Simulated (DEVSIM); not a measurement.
Device: In0.53Ga0.47As n-p junction from an implanted or diffused profile, at 300 K.

```tsv
layer (left to right)	material	thickness (μm)	Na (cm⁻³)	τn (s)	τp (s)
1	In0.53Ga0.47As	86.0	3.2e13	7.5e-9	7.5e-9
```

Added donor profile: 1e16 cm⁻³ × exp(−(x − 0.042 μm)²/(2·(0.041 μm)²)). Left contact: ohmic. Right contact: ohmic. Voltage is applied to the left contact. Recombination: SRH at mid-gap, radiative. Mobility is constant in doping.

The device is made up for the run: typed textbook-type constants, with dimensions and the other settings drawn at random. Values at 300 K.

| parameter | In0.53Ga0.47As |
|---|---|
| gap (eV) | 0.74 |
| affinity (eV) | 4.51 |
| permittivity | 13.9 |
| Nc (cm⁻³) | 2.1e17 |
| Nv (cm⁻³) | 7.7e18 |
| μn (cm²/Vs) | 12000 |
| μp (cm²/Vs) | 300 |
| B (cm³/s) | 9.6e-11 |

DEVSIM, 1D drift-diffusion, Boltzmann statistics, complete ionisation; no tunnelling, impact ionisation, image-force lowering or self-heating.

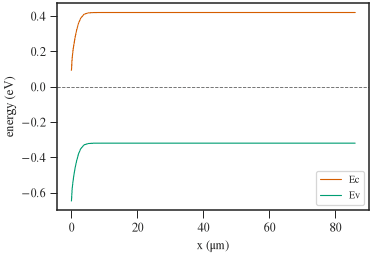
Figure: Band edges at zero bias

Energies count from the Fermi level of the right contact; mesh points crowd at the junctions.

| x (μm) | Ec (eV) | Ev (eV) | n (cm⁻³) | p (cm⁻³) | field (V/cm) |
|---|---|---|---|---|---|
| 0.000 | 0.092 | -0.648 | 5.9e15 | 1.0e8 | -89 |
| 0.02351 | 0.093 | -0.647 | 5.8e15 | 1.0e8 | 420 |
| 0.05050 | 0.096 | -0.644 | 5.2e15 | 1.1e8 | 1900 |
| 0.08299 | 0.104 | -0.636 | 3.7e15 | 1.6e8 | 3400 |
| 0.1297 | 0.122 | -0.618 | 1.9e15 | 3.2e8 | 3700 |
| 0.1650 | 0.134 | -0.606 | 1.2e15 | 5.1e8 | 3200 |
| 0.2027 | 0.145 | -0.595 | 7.7e14 | 7.7e8 | 2700 |
| 0.2569 | 0.158 | -0.582 | 4.6e14 | 1.3e9 | 2300 |
| 0.3660 | 0.180 | -0.560 | 2.0e14 | 3.0e9 | 1800 |
| 0.6276 | 0.219 | -0.521 | 4.4e13 | 1.4e10 | 1300 |
| 1.273 | 0.291 | -0.449 | 2.8e12 | 2.2e11 | 940 |
| 3.901 | 0.410 | -0.330 | 2.7e10 | 2.2e13 | 120 |
| 9.340 | 0.420 | -0.320 | 1.9e10 | 3.2e13 | ≈ 0 |
| 22.75 | 0.420 | -0.320 | 1.9e10 | 3.2e13 | ≈ 0 |
| 61.72 | 0.420 | -0.320 | 1.9e10 | 3.2e13 | ≈ 0 |
| 76.12 | 0.420 | -0.320 | 1.9e10 | 3.2e13 | ≈ 0 |
| 81.99 | 0.420 | -0.320 | 1.9e10 | 3.2e13 | ≈ 0 |
| 84.38 | 0.420 | -0.320 | 1.9e10 | 3.2e13 | ≈ 0 |
| 85.54 | 0.420 | -0.320 | 1.9e10 | 3.2e13 | ≈ 0 |
| 85.83 | 0.420 | -0.320 | 1.9e10 | 3.2e13 | ≈ 0 |
| 85.94 | 0.420 | -0.320 | 1.9e10 | 3.2e13 | ≈ 0 |
| 86.00 | 0.420 | -0.320 | 1.9e10 | 3.2e13 | ≈ 0 |
